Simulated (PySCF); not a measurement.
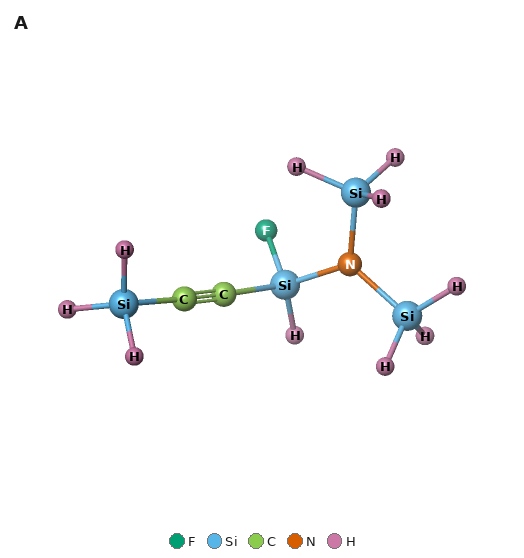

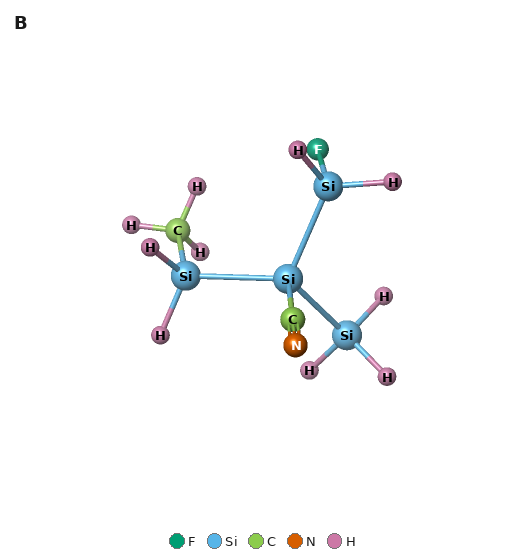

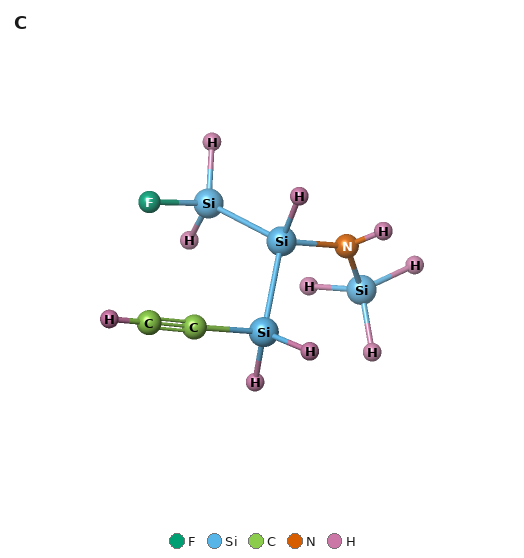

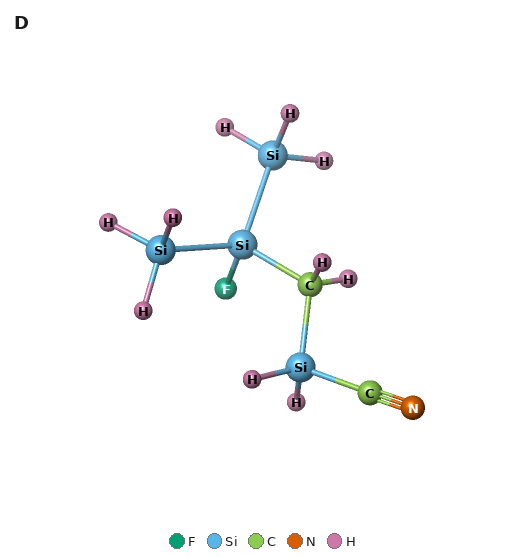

4 stationary structures of one formula. Geometries: GFN2-xTB. Electronic energies: PBE0/pcSseg-1 (PySCF 2.14.0), without zero-point energy. No frequency run is at hand to confirm each as a minimum. Each is one conformer, not always the lowest.

### Are they conformers, stereoisomers or constitutional isomers?

They are constitutional isomers of C2H10FNSi4: A `F[Si@H](C#C[SiH3])N([SiH3])[SiH3]`, B `C[SiH2][Si@]([SiH3])(C#N)[SiH2]F`, C `C#C[SiH2][Si@@H](N[SiH3])[SiH2]F`, D `N#C[SiH2]C[Si](F)([SiH3])[SiH3]`.

### Rank them by energy, lowest first.

A is lowest; B lies 24.4 kJ/mol above it, D lies 34.6 kJ/mol above it, C lies 122.4 kJ/mol above it.

The geometry is semi-empirical. Around Si such bond lengths and angles can be off by a tenth of an ångström or more and by several degrees, and values that hang on the shape move with them.
